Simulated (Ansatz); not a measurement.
# What (PbSe)1(SnTe)3 [001] superlattice, started as rocksalt type distorts into

Wanted: the energy along a soft mode of (PbSe)1(SnTe)3 [001] superlattice, started as rocksalt type and the structure at the end.

Program: Ansatz 0.2.0. Level of theory: DFT PBE, scalar-relativistic, plane waves, PAW. Results are calculated unless marked as measured.

The structure was built from a prototype and need not be the compound's stable phase.

**1. The starting structure**

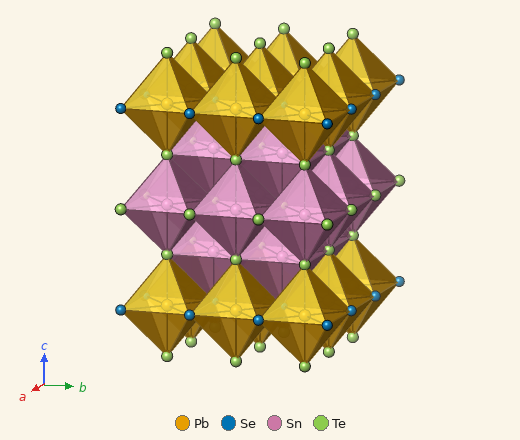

Start, viewed slightly off an axis; lead orange, selenium blue, tin pink, tellurium green. 2×2×1 cells are drawn. Some periodic images of atoms are drawn too.

**2. Zone-centre response**

The cell comes from relaxations at this level that are not shown. The zone centre is the only wavevector solved here; it holds the modes that light can see, as far as symmetry allows. No field response is asked.

The input, input.yaml:

```yaml
crystal:
  lattice:
    - [3.182615188, 3.182615188, 0.0]
    - [-3.182615188, 3.182615188, 0.0]
    - [0.0, 0.0, 12.7347911068]
  atoms:
    - { symbol: Pb, position: [0.0, 0.0, 0.0] }
    - { symbol: Se, position: [0.5, 0.5, 0.0] }
    - { symbol: Sn, position: [0.5, 0.5, 0.242651854] }
    - { symbol: Sn, position: [0.0, 0.0, 0.5] }
    - { symbol: Sn, position: [0.5, 0.5, 0.757348146] }
    - { symbol: Te, position: [0.0, 0.0, 0.252437425] }
    - { symbol: Te, position: [0.5, 0.5, 0.5] }
    - { symbol: Te, position: [0.0, 0.0, 0.747562575] }
kpoints:
  mp_grid: { grid: [8, 8, 4] }
hamiltonian:
  xc: pbe
scf:
  occupations: { method: gaussian, width: 0.01 }
output:
  eigenvalues: true
phonons:
  method: dfpt
```

On the command line:

```console
$ ansatz run input.yaml --threads 8 --pin off --max-ram 14336MiB --backend cpu --events-out ev --progress --plain --runs-dir out
```

Numbers of over 12 decimals in the logs are rounded to 6 here.

Log:

```text
zone centre: on kpoints.mp_grid the ground state, and the responses unless they are solved on pairs of k-points, stand on 63 of the mesh's 256 k-points, reduced under 4 symmetry operations, with k and −k counted as one. Each operation leaves every solved displacement unchanged or reverses it
Engine: ansatz 0.2.0, aarch64-unknown-linux-gnu
Pseudopotentials: kind: paw
Pseudopotential: Pb, paw, valence charge 14, recommended cutoff 420 eV (normal), Pb.paw.azcp
Pseudopotential: Se, paw, valence charge 16, recommended cutoff 420 eV (normal), Se.paw.azcp
Pseudopotential: Sn, paw, valence charge 14, recommended cutoff 420 eV (normal), Sn.paw.azcp
Pseudopotential: Te, paw, valence charge 16, recommended cutoff 420 eV (normal), Te.paw.azcp
Functional definition: PBE
  parameter kappa = 0.804
  parameter beta = 0.066725
  exchange = pbe_x(kappa = kappa, mu = beta*pi^2/3)
  correlation = pbe_c(beta = beta)
Crystal: 8 atoms, lattice volume = 257.982 Å³
Basis set: ecut = 420 eV, 5075 PW (Γ), exchange–correlation on 64×64×180 points (8 copies of the dense FFT grid, shifted against one another)
Bands: 72, of which v1, the nominal top of the filled ones, is band 60 counted from 1 (59 counted from 0)
Symmetry: 16 space group operations
k-points: 63 of 256 (irreducible under 4 space group operations, time reversal used)
Non-local potential: Pb, projectors of the file, l = 0: 2, l = 1: 2, l = 2: 2, l = 3: 2
Non-local potential: Se, projectors of the file, l = 0: 2, l = 1: 2, l = 2: 3, l = 3: 1
Non-local potential: Sn, projectors of the file, l = 0: 2, l = 1: 2, l = 2: 2, l = 3: 2
Non-local potential: Te, projectors of the file, l = 0: 2, l = 1: 2, l = 2: 2, l = 3: 2
PAW form: soft (Blöchl's): semilocal exchange-correlation on the pseudo side does not see the compensation charge
PAW one-centre angular grid: Pb, 590 points (default); XC on 64 Gauss nodes
PAW one-centre angular grid: Se, 590 points (default); XC on 64 Gauss nodes
PAW one-centre angular grid: Sn, 590 points (default); XC on 64 Gauss nodes
PAW one-centre angular grid: Te, 590 points (default); XC on 64 Gauss nodes
Initial density: superposition of atomic densities (neutral atoms: chi_scale 0, normalization atom), corrected by the library's trained network
Initial wavefunctions: pseudopotential atomic-orbital guess
Functional: x = pbe(κ = 0.804, μ = 0.219515), c = pbe(β = 0.066725)
SCF iter   1: F=—  HF=-56390.765398 eV  |F-HF|=—  |Δ(HF+E_count)|=         —  Δρ=8.43e-4  dr2=1.54e-2  ethr=1.77e-3  ⟨swp⟩=7.0  Hψ=18009  notcnv=0  defer=3
preconditioner: auto → Resta (q_TF=auto, 2.402 Å⁻¹)  ε∞=4.4  [insulator: Δε(μ)=0.171 eV  Ē_g=7.949 eV  σ=0.010 eV  W_gap=1.00  n_scr=56 (ndim 8)  ℏωp=14.6 eV  f_vac=0.016  D(μ)=0.00/eV (n_scr^D=0)  ε∞_Penn≈4.4]
SCF iter   2: F=—  HF=-56390.758872 eV  |F-HF|=—  |Δ(HF+E_count)|=   6.53e-3  Δρ=5.81e-4  dr2=1.29e-3  ethr=1.29e-5  ⟨swp⟩=3.0  Hψ=8461  notcnv=0  defer=372
SCF iter   3: F=—  HF=-56390.758740 eV  |F-HF|=—  |Δ(HF+E_count)|=   1.32e-4  Δρ=2.72e-4  dr2=3.62e-4  ethr=1.07e-6  ⟨swp⟩=3.0  Hψ=7769  notcnv=0  defer=372
SCF iter   4: F=—  HF=-56390.758728 eV  |F-HF|=—  |Δ(HF+E_count)|=   1.23e-5  Δρ=6.90e-5  dr2=1.84e-5  ethr=3.02e-7  ⟨swp⟩=2.0  Hψ=7452  notcnv=0  defer=372
SCF iter   5: F=—  HF=-56390.758738 eV  |F-HF|=—  |Δ(HF+E_count)|=   9.78e-6  Δρ=2.49e-5  dr2=3.06e-6  ethr=1.53e-8  ⟨swp⟩=2.0  Hψ=7632  notcnv=0  defer=372
SCF iter   6: F=—  HF=-56390.758775 eV  |F-HF|=—  |Δ(HF+E_count)|=   3.74e-5  Δρ=9.50e-6  dr2=3.11e-7  ethr=2.55e-9  ⟨swp⟩=2.0  Hψ=7940  notcnv=0  defer=372
SCF iter   7: F=—  HF=-56390.758775 eV  |F-HF|=—  |Δ(HF+E_count)|=   2.73e-7  Δρ=3.35e-6  dr2=3.80e-8  ethr=2.59e-10  ⟨swp⟩=2.0  Hψ=7941  notcnv=0  defer=372
SCF iter   8: F=—  HF=-56390.758775 eV  |F-HF|=—  |Δ(HF+E_count)|=   1.24e-9  Δρ=1.26e-6  dr2=4.90e-9  ethr=3.17e-11  ⟨swp⟩=2.0  Hψ=7936  notcnv=0  defer=372
SCF iter   9: F=—  HF=-56390.758775 eV  |F-HF|=—  |Δ(HF+E_count)|=   7.18e-9  Δρ=3.28e-7  dr2=3.27e-10  ethr=4.08e-12  ⟨swp⟩=2.0  Hψ=7944  notcnv=0  defer=372
SCF iter  10: F=—  HF=-56390.758775 eV  |F-HF|=—  |Δ(HF+E_count)|=  4.37e-10  Δρ=1.12e-7  dr2=7.11e-11  ethr=1.00e-12  ⟨swp⟩=2.0  Hψ=5243  notcnv=0  defer=372
SCF iter  11: F=-56390.758775 eV  HF=-56390.758775 eV  |F-HF|=1.46e-11  |Δ(HF+E_count)|=  1.46e-11  Δρ=2.31e-8  dr2=1.98e-12  ethr=1.00e-12  ⟨swp⟩=12.1  Hψ=27104  notcnv=0
SCF 1 converged in 11 iterations: F = -56390.758775 eV  dr2 = 1.98e-12
  greatest PAW one-centre occupation: 1.000 electrons in one spin orbital (limit 2), on the Se atom at site 1 (counted from 0), in its partial waves of l = 2
DFPT response loops at Γ: preconditioner auto → Resta (q_TF=auto, 2.402 Å⁻¹)  ε∞=19.8 (no band partly filled); β = 1.00, the filter's whole step (`scf.mixing.beta` (0.50) is not read by the response loops at its default; to damp them type it under 1.00, their step now; it binds the ground state too); Broyden in place of MSR1
SCF converged after 11 iterations
Free energy (F): -56390.758775 eV
Harris-Foulkes:  -56390.758775 eV  (|F-HF|=1.46e-11)
Internal energy: -56390.758775 eV  (E = F + TS)
E sigma→0 (E₀):  -56390.758775 eV
Fermi energy:    8.834955 eV
--- Per-component energies (eV) ---
  E_band       = -1563.901718
  E_kinetic    = 1499.407956
  E_local      = -10318.804215  (includes V_loc(G=0)·N_el)
  E_nonlocal   = -1275.062369
  E_hartree    = 5832.096893
  E_xc         = -1846.706834
  E_vxc        = -831.204995  (∫ρ·V_xc dr)
  E_paw        = -38701.142293  (= ΣΔE_a)
  E_vpaw       = -2302.430747  (= ΣTr[D̂ρ^β])
  E_aug_tail   = -0.001102  (compensation charges beyond the density's cutoff)
  E_ewald      = -11580.546811
  E_smearing   = -0.000000  (= −TS)
  E_closure    = -0.000000  (closes the sum)
  Σ components = -56390.758775   (vs F -56390.758775, Δ=0.00e0)
--- Band table (eV; the first three rows and the last of 63) ---
  k-point 0: bands = [... 56 lower, 6.8424, 6.8424, 6.9523, 7.1310, 10.6925, 10.7568, 11.4177, 12.0709, ... 8 higher]
  k-point 1: bands = [... 56 lower, 6.7749, 6.7749, 7.0910, 7.9323, 9.9107, 11.4549, 11.6341, 11.9041, ... 8 higher]
  k-point 2: bands = [... 56 lower, 6.6382, 6.6382, 7.5797, 7.8982, 10.2621, 10.6478, 11.5124, 11.7677, ... 8 higher]
  k-point 62: bands = [... 56 lower, 6.2611, 6.3011, 6.5335, 6.5682, 11.6038, 11.6514, 11.9189, 11.9189, ... 8 higher]
--- Phonons (Γ-DFPT): 12 representative perturbations + reference, on 63 of 256 k-points (Σ response iterations 41) ---
  k mesh reduced under 4 symmetry operations, with k and −k counted as one. Each operation leaves every solved displacement unchanged or reverses it
  ASR residual: 2.228e-4 → 0.000e0 eV/Å²; symmetrization residual: 8.318e-5 eV/Å²
  ASR residual per site (eV/Å²): 8.43e-5 2.91e-5 4.00e-5 1.82e-5 4.00e-5 3.52e-5 2.23e-4 3.52e-5
  Γ frequencies (cm⁻¹): -56.52 -29.00 -29.00 0.00 0.00 0.00 25.26 25.26 30.62 30.62 32.18 32.18 49.05 49.05 49.59 57.55 57.55 63.53 63.53 73.03 77.14 79.45 102.71 104.65
  non-analytic LO–TO correction: not included (Born effective charges unavailable; polar crystals: no LO–TO splitting at Γ)
```

Run time: 3.5 min. Hardware: 8 threads of Arm Neoverse V2, shared host; peak memory 4.3 GiB; 27 min of CPU time.

This step gave:

| Quantity | Value |
| --- | --- |
| gap on the k-mesh | 0.1523 eV |
| volume per atom | 32.25 Å³ |
| sum-rule residual before enforcement | 2.23e-4 eV/Å² |
| point group | 4/mmm |
| highest optical mode at the zone centre (no LO-TO term) | 104.7 cm⁻¹ |
| lowest optical zone-centre mode | -56.52 cm⁻¹ |

Without the LO-TO term. Patterns of degenerate modes are one choice out of their space. The modes at Γ (shares of kinetic energy by element, %) (negative means imaginary):

| mode | frequency (cm⁻¹) | symmetry | Pb % | Se % | Sn % | Te % |
| --- | --- | --- | --- | --- | --- | --- |
| 1 | -56.5 | A2u | 0 | 21 | 57 | 21 |
| 2 | -29.0 | Eu | 52 | 15 | 5 | 28 |
| 3 | -29.0 | Eu | 52 | 15 | 5 | 28 |
| 4 | 0.0 | acoustic | 20 | 8 | 35 | 37 |
| 5 | 0.0 | acoustic | 20 | 8 | 35 | 37 |
| 6 | 0.0 | acoustic | 20 | 8 | 35 | 37 |
| 7 | 25.3 | Eu | 19 | 3 | 69 | 9 |
| 8 | 25.3 | Eu | 19 | 3 | 69 | 9 |
| 9 | 30.6 | Eg | 0 | 0 | 61 | 39 |
| 10 | 30.6 | Eg | 0 | 0 | 61 | 39 |
| 11 | 32.2 | Eu | 8 | 0 | 70 | 22 |
| 12 | 32.2 | Eu | 8 | 0 | 70 | 22 |
| 13 | 49.0 | Eu | 1 | 73 | 7 | 19 |
| 14 | 49.0 | Eu | 1 | 73 | 7 | 19 |
| 15 | 49.6 | A2u | 37 | 8 | 36 | 19 |
| 16 | 57.5 | Eg | 0 | 0 | 39 | 61 |
| 17 | 57.5 | Eg | 0 | 0 | 39 | 61 |
| 18 | 63.5 | Eu | 0 | 1 | 14 | 85 |
| 19 | 63.5 | Eu | 0 | 1 | 14 | 85 |
| 20 | 73.0 | A2u | 11 | 8 | 3 | 79 |
| 21 | 77.1 | A1g | 0 | 0 | 89 | 11 |
| 22 | 79.5 | A2u | 16 | 22 | 41 | 20 |
| 23 | 102.7 | A2u | 16 | 33 | 28 | 23 |
| 24 | 104.7 | A1g | 0 | 0 | 11 | 89 |

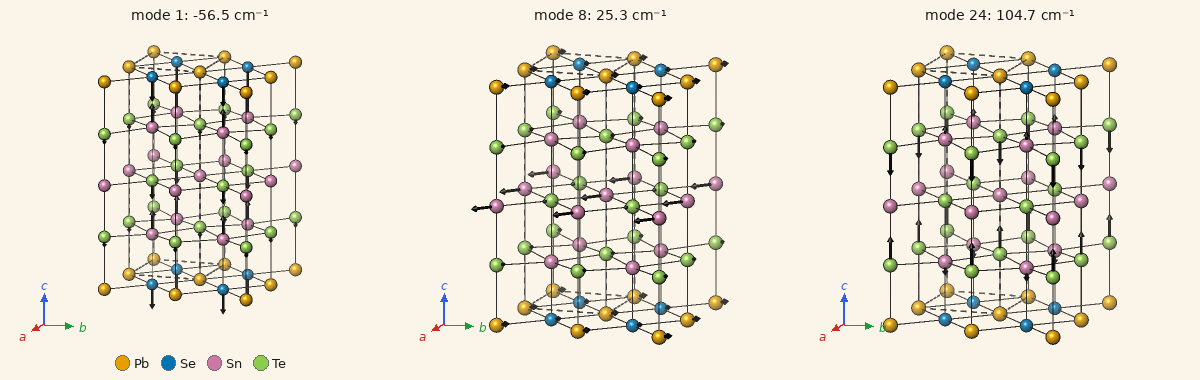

Displacement patterns of modes 1, 8 and 24 at Γ; arrows are exaggerated. 2×2×1 cells are drawn. Some periodic images of atoms are drawn too.

Before it was imposed, the acoustic sum rule was missed by 2.2e-4 eV/Å². Small misses are needed for a sound result but don't prove that mesh and cutoff are converged. The lowest optical mode is imaginary, 56.5i cm⁻¹, so the energy falls along it.

**3. The mode frozen in, largest atomic shift 0 Å**

The mode followed lies at Γ with frequency 56.5i cm⁻¹, the softest among the wavevectors solved. At small amplitude the distorted cell has space group no. 99 by a symmetry search on the positions. The undistorted cell that holds it gives the zero of energy on the same k mesh.

Changes to input.yaml since step 2:

```diff
@@ -21,4 +21,4 @@
 output:
+  forces: true
+  stress: true
   eigenvalues: true
-phonons:
-  method: dfpt
```

Log:

```text
[...]
Crystal: 8 atoms, lattice volume = 257.982 Å³
Basis set: ecut = 420 eV, 5075 PW (Γ), exchange–correlation on 64×64×180 points (8 copies of the dense FFT grid, shifted against one another)
Bands: 72, of which v1, the nominal top of the filled ones, is band 60 counted from 1 (59 counted from 0)
Symmetry: 16 space group operations
[...]
k-points: 45 of 256
[...]
k-point 0: bands = [... 56 lower, 6.8424, 6.8424, 6.9523, 7.1310, 10.6925, 10.7568, 11.4177, 12.0709, ... 5 higher]
  k-point 1: bands = [... 56 lower, 6.7749, 6.7749, 7.0911, 7.9323, 9.9107, 11.4549, 11.6341, 11.9041, ... 5 higher]
  k-point 2: bands = [... 56 lower, 6.6382, 6.6382, 7.5797, 7.8982, 10.2621, 10.6478, 11.5125, 11.7677, ... 5 higher]
  k-point 44: bands = [... 56 lower, 6.2612, 6.3011, 6.5335, 6.5682, 11.6038, 11.6514, 11.9189, 11.9189, ... 5 higher]
[key lines of the parts left out:]
SCF converged after 7 iterations
Free energy (F): -56390.758775 eV
Fermi energy:    8.834967 eV
P = ⅓ Tr σ = -0.0018 GPa (-0.018 kbar)
```

Run time: 5.1 s. Hardware: 8 threads; peak memory 1.4 GiB; 39 s of CPU time.

This step gave:

| Item | Value |
| --- | --- |
| pressure | -0.001803 GPa |
| energy from the undistorted cell | 0 meV/atom |

The run ends at a pressure of 0.00 GPa, with forces up to 8.0e-4 eV/Å.

**4. The mode frozen in, largest atomic shift 0.14 Å**

The atoms are moved along the unstable eigenvector, the largest shift by 0.14 Å, with the cell fixed.

input.yaml, the sections that differ from step 3:

```yaml
crystal:
  lattice:
    - [3.182615188, 3.182615188, 0.0]
    - [-3.182615188, 3.182615188, 0.0]
    - [0.0, 0.0, 12.7347911068]
  atoms:
    - { symbol: Pb, position: [0.0, 0.0, -0.0002876359] }
    - { symbol: Se, position: [0.5, 0.5, 0.0109935058] }
    - { symbol: Sn, position: [0.5, 0.5, 0.2322596881] }
    - { symbol: Sn, position: [0.0, 0.0, 0.4994417562] }
    - { symbol: Sn, position: [0.5, 0.5, 0.7469559801] }
    - { symbol: Te, position: [0.0, 0.0, 0.2554703077] }
    - { symbol: Te, position: [0.5, 0.5, 0.5074530993] }
    - { symbol: Te, position: [0.0, 0.0, 0.7505954577] }
# kpoints, hamiltonian, scf, output: as in step 3
```

Log:

```text
[...]
Crystal: 8 atoms, lattice volume = 257.982 Å³
Basis set: ecut = 420 eV, 5075 PW (Γ), exchange–correlation on 64×64×180 points (8 copies of the dense FFT grid, shifted against one another)
Bands: 72, of which v1, the nominal top of the filled ones, is band 60 counted from 1 (59 counted from 0)
Symmetry: 8 space group operations
[...]
k-point 0: bands = [... 56 lower, 6.8618, 6.8618, 6.9403, 7.2052, 10.4983, 11.0684, 11.4176, 12.0805, ... 5 higher]
  k-point 1: bands = [... 56 lower, 6.7948, 6.7948, 7.0404, 7.9035, 9.9839, 11.4541, 11.7273, 11.9116, ... 5 higher]
  k-point 2: bands = [... 56 lower, 6.6646, 6.6646, 7.4968, 7.8640, 10.3722, 10.7346, 11.5099, 11.7762, ... 5 higher]
  k-point 44: bands = [... 56 lower, 6.2201, 6.3052, 6.5319, 6.5564, 11.6905, 11.8341, 11.8341, 11.9241, ... 5 higher]
[key lines of the parts left out:]
SCF converged after 8 iterations
Free energy (F): -56390.773338 eV
Fermi energy:    8.789542 eV
P = ⅓ Tr σ = 0.3744 GPa (3.744 kbar)
```

Elapsed: 8.9 s, on 8 threads; peak memory 1.4 GiB.

This step gave:

```
pressure                         : 0.3744 GPa
gap on the k-mesh                : 0.2376 eV
energy from the undistorted cell : -1.82 meV/atom
```

The energy, extrapolated to zero smearing, is -1.82 meV/atom against the undistorted cell.

The run ends at a pressure of 0.37 GPa, with forces up to 0.11 eV/Å.

**5. Energy along the mode, all amplitudes (two of the runs are shown above)**

An imaginary frequency means negative curvature, so the energy should fall and then rise again as anharmonic terms take over.

Numbers from this step:

```yaml
depth_at_the_lowest_point_sampled: 1.82 meV/atom
largest_atomic_shift_at_that_point: 0.14 Å
```

The energy from the parent by largest atomic shift:

| largest atomic shift (Å) | energy from the parent (meV/atom) |
| --- | --- |
| 0.0000 | 0 |
| 0.0400 | -0.407 |
| 0.0800 | -1.33 |
| 0.1400 | -1.82 |
| 0.2200 | 6.28 |

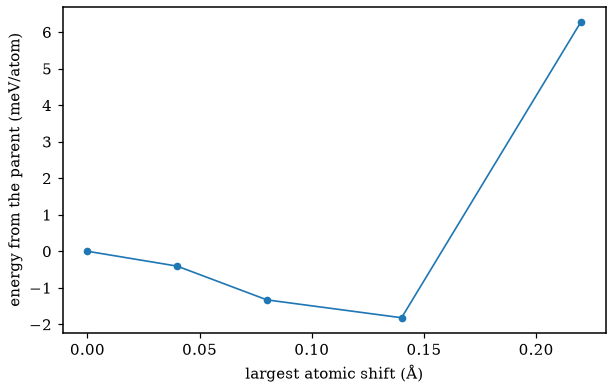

Energy from the parent against largest atomic shift.

Displacement at unit largest shift by atom:

| atom | x (Å) | y (Å) | z (Å) | size |
| --- | --- | --- | --- | --- |
| Pb1 | 0.00 | 0.00 | -0.03 | 0.03 |
| Se2 | 0.00 | 0.00 | 1.00 | 1.00 |
| Sn3 | 0.00 | 0.00 | -0.94 | 0.94 |
| Sn4 | 0.00 | 0.00 | -0.05 | 0.05 |
| Sn5 | 0.00 | 0.00 | -0.94 | 0.94 |
| Te6 | 0.00 | 0.00 | 0.28 | 0.28 |
| Te7 | 0.00 | 0.00 | 0.68 | 0.68 |
| Te8 | 0.00 | 0.00 | 0.28 | 0.28 |

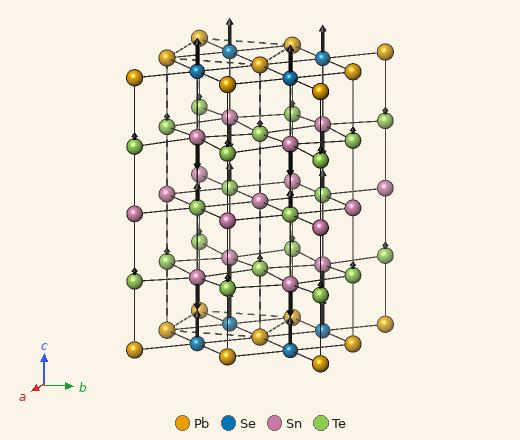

Displacement at unit largest shift as arrows, the longest 1 Å. 2×2×1 cells are drawn. Some periodic images of atoms are drawn too.

The lowest of the steps tried is at 0.14 Å, 1.82 meV/atom below the parent; the bottom of the well need not coincide with a step.

[end of part 1 of 2]

[Logs are printed without paths, hosts, clocks, repeated set-up lines and the standing remarks that a program may print on its own settings, such as how far it seeks lower states.]

[Hosts, paths, dates, database ids (printed as entryN), source tags and the programs' standing remarks are cut or masked in the printed files.]
